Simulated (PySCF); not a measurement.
C2H6GaNO, SMILES `C#[N+][GaH2-][O]C`.

Computed with PySCF, ωB97X/def2-SVP, geometry: GFN2-xTB. No frequency check shows the geometry to be a minimum. A basis without diffuse functions makes polarisabilities too small. GFN2-xTB bond lengths at metals and heavier atoms can be off by up to 0.1 Å and shapes distorted, which carries into these values.

Input script:

```python
import numpy as np
from pyscf import gto, scf, dft
from pyscf.scf import atom_ks, atom_hf
from scipy.linalg import block_diag

def solve(mol, dm0=None, hcore=None):
    mf = (dft.UKS if mol.spin else dft.RKS)(mol, xc='wb97x')
    mf.grids.level = 3
    mf = mf.density_fit(auxbasis='def2-universal-jkfit')
    mf.conv_tol, mf.max_cycle = 1e-8, 80
    if hcore is not None:
        mf.get_hcore = lambda *args: hcore
    mf.kernel(dm0)
    if not mf.converged:
        mf = mf.newton().run(mf.mo_coeff, mf.mo_occ, max_cycle=30)
    assert mf.converged, 'SCF not converged'
    return mf

mol = gto.M(atom='''
C     -2.11010     1.58174     0.02409
N     -1.73365     0.51040    -0.07925
Ga    -0.07884    -0.85975     0.00773
O      1.16694     0.31072     0.01861
C      2.25070     1.20200    -0.01480
H     -2.47800     2.57226     0.11608
H     -0.42811    -1.43557     1.38973
H     -0.31742    -1.58120    -1.32572
H      1.88585     2.23254    -0.07837
H      2.88455     1.00279    -0.88292
H      2.85350     1.10059     0.89179
''', basis='def2-svp', charge=0, spin=0, verbose=4)
field = np.array([-0.0, -0.0, -0.01])  # atomic units
mol.set_common_orig(mol.atom_charges() @ mol.atom_coords() / mol.atom_charges().sum())
mf = solve(mol)
out = dict(dm0=mf.make_rdm1(), d0=mf.dip_moment(unit='AU'), e0=mf.e_tot)
for name, sign in (('p', 1), ('m', -1)):
    h = mf.get_hcore() + sign * np.einsum('x,xij->ij', field, mol.intor('int1e_r'))
    mi = solve(mol, mf.make_rdm1(), h)
    out.update({'dm' + name: mi.make_rdm1(), 'd' + name: mi.dip_moment(unit='AU'), 'e' + name: mi.e_tot})
# spherically averaged free atoms, for the promolecule
atm = atom_ks.get_atm_nrks(mol, xc='wb97x')
pro = block_diag(*[(atm[a[0]][2] * atm[a[0]][3]) @ atm[a[0]][2].T for a in mol._atom])
np.savez('result.npz', pro=pro, **out)
```

Run with:

```sh
OMP_NUM_THREADS=1 python input.py
```

The run took 46 s on 1 thread of Arm Neoverse V1, with other jobs on the host, peak memory 0.65 GiB.

Partitions, critical points and surface values were worked out afterwards from this run's density.

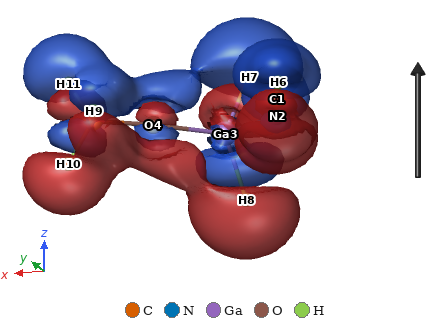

Change of the electron density in a uniform field of 0.51 V/Å along +z (arrow), surfaces at ±0.002 e/Å³ (red: gain, blue: loss).

The field was applied in both directions; the picture shows the one opposite to the script's first.

Question: How large is the response?

Answer: The induced dipole is 1.15 D (along the field); α along this axis, from the fields in both directions, is 45 bohr³ (6.7 Å³).
